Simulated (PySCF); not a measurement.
Vertical excitations of a molecule CH8AlNO2Si from TDA-B3LYP/def2-SVPD (PySCF), as energy in eV (oscillator strength): 4.98 (0.005), 6.44 (0.000), 6.48 (0.015), 6.69 (0.005), 6.77 (0.001), 6.78 (0.034), 6.83 (0.011), 7.09 (0.136), 7.37 (0.070), 7.41 (0.070). Lowest triplet (TDA): 4.78 eV. Geometry optimised at PBE0-D3(BJ)/def2-SVP. Other conformers were not sampled.

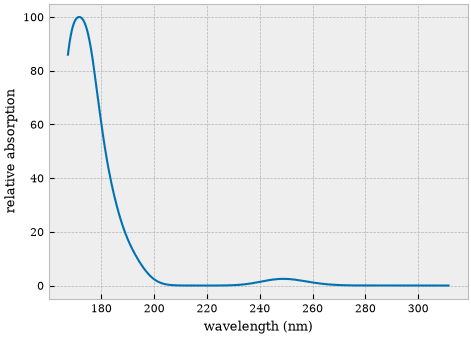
Fig. 1. The lines broadened by 0.4 eV.

Which molecule gave these data?
A. C[N]([SiH3])[Al]([OH])[OH]
B. N[SiH2][CH2][Al]([OH])[OH]
C. C[SiH2][NH][Al]([OH])[OH]

A, C[N]([SiH3])[Al]([OH])[OH]
